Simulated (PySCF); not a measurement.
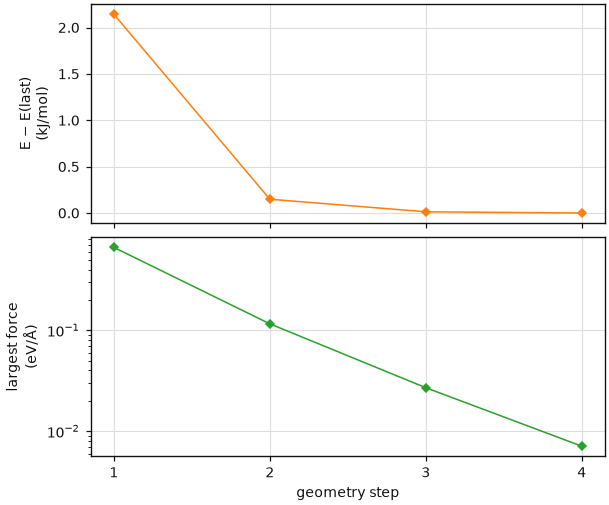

History of a geometry optimisation. The run: Me2Se (SMILES C[Se]C), by PySCF 2.14.0, density fitting, PBE0-D3(BJ)/def2-SVP, geometry optimisation.

The optimisation met its thresholds at geometry 4, counting the start as the first. The energy fell by about 2.1 kJ/mol from the first step to the last. The largest force goes from about 0.66 eV/Å at the start to 7 × 10⁻³ eV/Å at the end.
